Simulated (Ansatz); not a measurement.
# CH2BN: interaction energy of a dimer with the counterpoise correction

How strongly do two molecules of CH2BN bind, and how much of that is basis error? The task is the interaction energy of a dimer with the counterpoise correction, for CH2BN. SMILES: BC#N.

Computed with Ansatz 0.2.0, driven from Python. Level of theory: PBE0/def2-SVPD.

## 1. The system

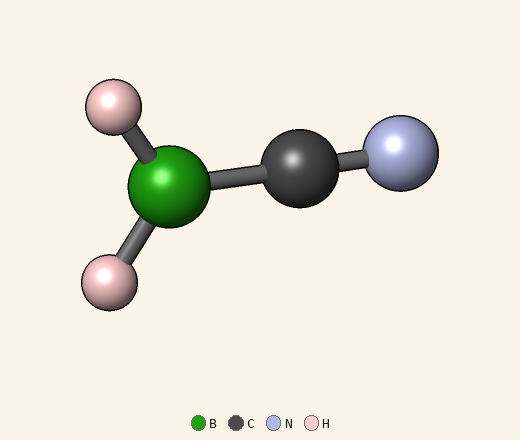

The starting structure, viewed from a chosen angle; boron green, carbon dark grey, nitrogen light blue, hydrogen pink.

No structure file is read: the coordinates are typed or built in the script.

## 2. Script

Input file dimer.py:

```python
import ansatz

BASIS = "def2-SVPD"
FUNCTIONAL = "pbe0"

FIRST = [
    ("B", (-0.198, 0.4178, -0.3181)),
    ("C", (0.3449, -0.6824, 0.5018)),
    ("N", (0.7647, -1.5398, 1.1171)),
    ("H", (-0.7484, 0.2346, -1.3366)),
    ("H", (-0.1634, 1.5697, 0.0359)),
]
SECOND = [
    ("B", (2.3188, -1.888, -1.7569)),
    ("C", (1.3681, -1.8795, -2.8853)),
    ("N", (0.6495, -1.8812, -3.7649)),
    ("H", (3.4808, -1.8724, -1.9096)),
    ("H", (1.9612, -1.8508, -0.6062)),
]

def energy(atoms, ghosts=()):
    molecule = ansatz.Crystal.molecule()
    for symbol, xyz in atoms:
        molecule = molecule.atom(symbol, xyz)
    calc = (
        molecule.calculation()
        .basis(gaussian=BASIS)
        .functional(FUNCTIONAL)
    )
    deck = calc.input()
    if ghosts:
        deck = deck.set(ansatz.key.basis.gaussian.ghost_atoms, [{"symbol": s, "position_ang": list(xyz)} for s, xyz in ghosts])
    return ansatz.Session.from_dict(deck).plan().execute().report["free_energy_ev"]

both = energy(FIRST + SECOND)
alone = energy(FIRST) + energy(SECOND)
ghosted = energy(FIRST, SECOND) + energy(SECOND, FIRST)
print(f"dimer {both:.6f} eV")
print(f"interaction, uncorrected   {(both - alone):8.3f} eV")
print(f"interaction, counterpoise  {(both - ghosted):8.3f} eV")
print(f"basis-set superposition    {(alone - ghosted):8.3f} eV")
```

## 3. What the engine is handed

The package turns the script's settings into the engine's input (first run):

```yaml
crystal:
  periodic: [false, false, false]
  atoms:
    - { symbol: B, position_ang: [-0.198, 0.4178, -0.3181] }
    - { symbol: C, position_ang: [0.3449, -0.6824, 0.5018] }
    - { symbol: "N", position_ang: [0.7647, -1.5398, 1.1171] }
    - { symbol: H, position_ang: [-0.7484, 0.2346, -1.3366] }
    - { symbol: H, position_ang: [-0.1634, 1.5697, 0.0359] }
    - { symbol: B, position_ang: [2.3188, -1.888, -1.7569] }
    - { symbol: C, position_ang: [1.3681, -1.8795, -2.8853] }
    - { symbol: "N", position_ang: [0.6495, -1.8812, -3.7649] }
    - { symbol: H, position_ang: [3.4808, -1.8724, -1.9096] }
    - { symbol: H, position_ang: [1.9612, -1.8508, -0.6062] }
basis:
  gaussian:
    orbitals: def2-SVPD
hamiltonian:
  xc: pbe0
```

## 4. The run

Command:

```
$ python dimer.py
```

**Question.** How large is the interaction at this pose, and how much of it is basis-set superposition?

**Answer**, as computed:

```
                        quantity     value
 interaction energy, uncorrected  0.247 eV
interaction energy, counterpoise  0.274 eV
                   runs compared         5
```

The pair is unbound at this geometry and level. Uncorrected it is 0.247 eV, with the counterpoise correction 0.274 eV; the difference, 0.03 eV, is the superposition error. The pose is repulsive. Caveats:
- The dimer is a generated trial pose of unrelaxed monomers, not a minimum, so the figure is no binding energy, and the basis set is small.
- This level lacks the dispersion part of the attraction (electrostatics and induction are there), which can decide the sign where the interaction is weak.
